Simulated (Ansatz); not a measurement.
**CH5AlNP: density, localisation and related maps**

Input file:

```
crystal:
  periodic: [false, false, false]
  atoms:
    - {symbol: C, position_ang: [0.309578, 1.470319, -0.675743]}
    - {symbol: N, position_ang: [0.252168, 0.283875, -0.244972]}
    - {symbol: P, position_ang: [1.346319, -0.428090, 0.993243]}
    - {symbol: Al, position_ang: [-0.914509, -1.064150, 0.529842]}
    - {symbol: H, position_ang: [-0.514449, 1.875307, -1.262663]}
    - {symbol: H, position_ang: [1.172656, 2.109344, -0.476604]}
    - {symbol: H, position_ang: [1.606778, -1.558106, 0.163201]}
    - {symbol: H, position_ang: [-1.065083, -2.370381, -0.351870]}
    - {symbol: H, position_ang: [-2.104959, -0.364416, 1.308564]}
basis:
  gaussian: {orbitals: def2-TZVPP}
hamiltonian: {xc: pbe0, dispersion: d4}
output: {orbitals: {seedname: orbitals}}
```

Command:

```sh
ansatz run in.yaml --threads 2 --pin off --events-out ev --progress --plain --max-ram 4352MiB
```

Geometry: PBE0-D4/def2-TZVP.

These are results of RKS PBE0-D4/def2-TZVPP in Ansatz, not measurements.

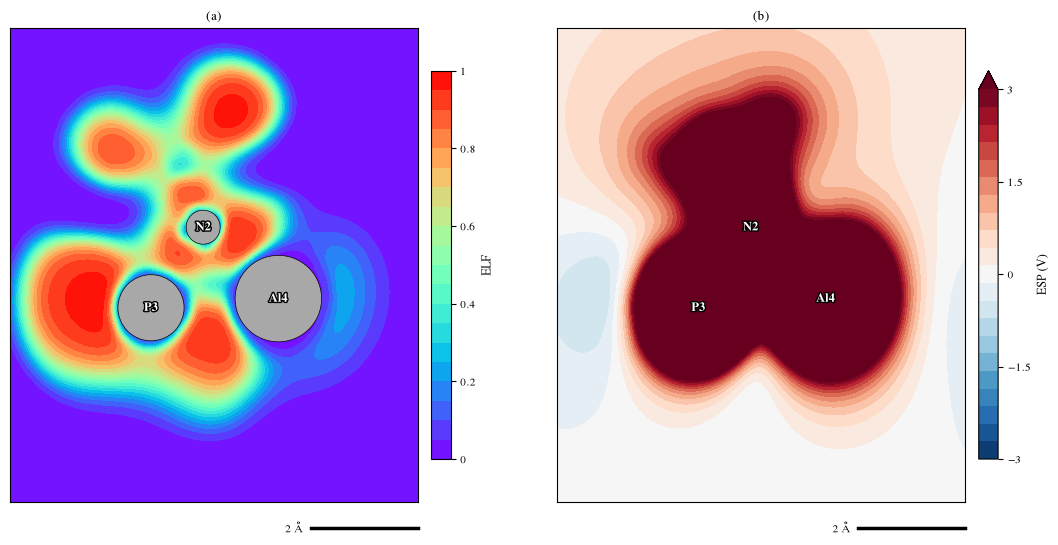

Figure 1. (a) electron localisation function; (b) electrostatic potential on the plane of atoms N2, Al4 and P3. Grey discs cover the atomic cores in the ELF map.

Interpret the plot.

- The section cuts through N, P and Al sites.
- P–N (1.80 Å): the ELF peaks at about 0.90 between the atoms (a polar covalent bond).
- Al–N (1.94 Å): the ELF peaks at about 0.90 in the valence shell of N, 0.7 Å from its nucleus, and is about 0.60 at the midpoint.
- Al–P (2.39 Å): the ELF peaks at about 0.75 in the valence shell of P, 1.0 Å from its nucleus, and is about 0.70 at the midpoint.
- The ELF also peaks beside P3, away from the bonds: lone-pair regions.
- Outside the dense part of the molecule the potential is most negative (−0.7 V) near P3.

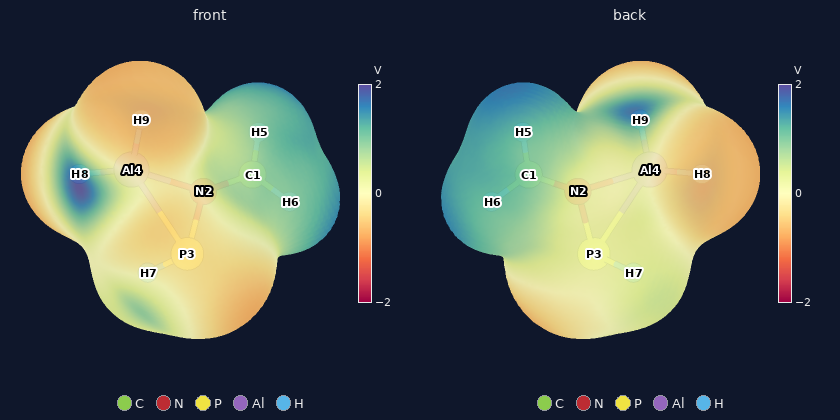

Figure 2. The molecular electrostatic potential painted on the density surface at 0.002 e/bohr³, seen from the front and from behind; the colour scale runs from red (negative) to blue (positive).

Describe the electrostatic potential map.

The most negative region (about −0.7 V) lies over P3, H8 and H9, the most positive (about +1.7 V) over Al4 and H5.

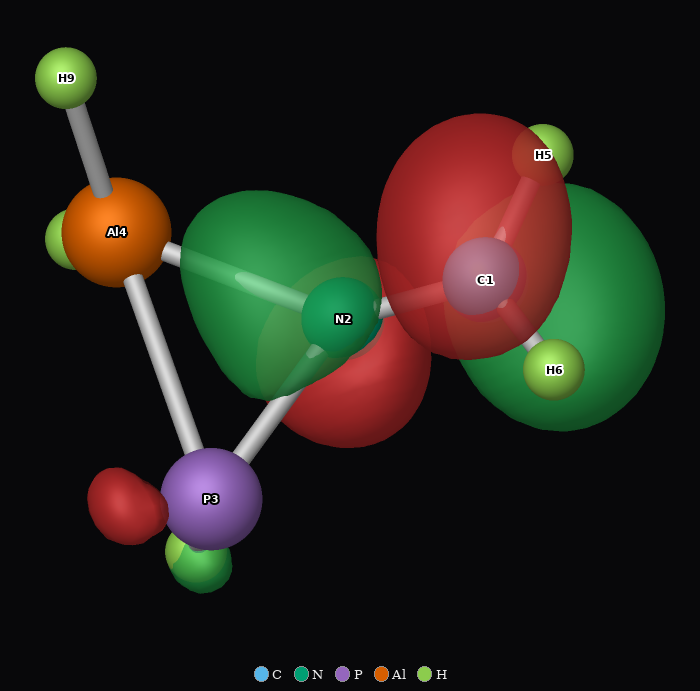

Figure 3. The LUMO at ±0.15 Å⁻³ᐟ² (green and red are the two phases), seen at a tilt.

Where does this orbital lie, and at what energy?

By Hirshfeld shares it lies mainly on C1 (about 45 %), N2 (about 25 %), P3 (about 10 %) and Al4 (about 5 %); π-antibonding (π*) across C1–N2. Its energy is −1.95 eV.
